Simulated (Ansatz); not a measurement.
# Profile along the W–W line in W (bcc, W type)

W (bcc, W type)

```xyz
1
Lattice="-1.5918 1.5918 1.5918 1.5918 -1.5918 1.5918 1.5918 1.5918 -1.5918" Properties=species:S:1:pos:R:3 pbc="T T T"
W      0.0000     0.0000     0.0000
```

Fields along a shortest W–W line of a {211} plane (2.76 Å), from W to W, interpolated on the slice's grid (step about 0.2 Å). Method: PBE (plane waves to 420 eV, PAW, scalar-relativistic; Ansatz, a first-principles code). k mesh 20×20×20. Inside the PAW spheres the values are not all-electron values, and peaks at nuclei hang on which shells count as valence. Spin-orbit coupling is left out, though W is heavy. W is run without spin polarisation. W was relaxed with its symmetry unable to fall.

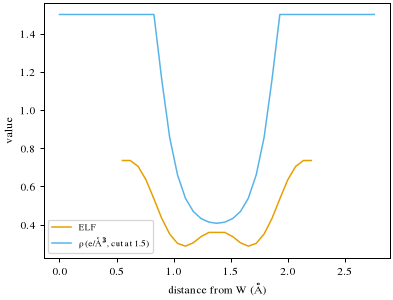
Figure. ELF (away from the nuclei) and valence density from W to W.

Density on the W–W line (2.76 Å) at its midpoint: 0.41 e/Å³. ELF at that point: 0.4.
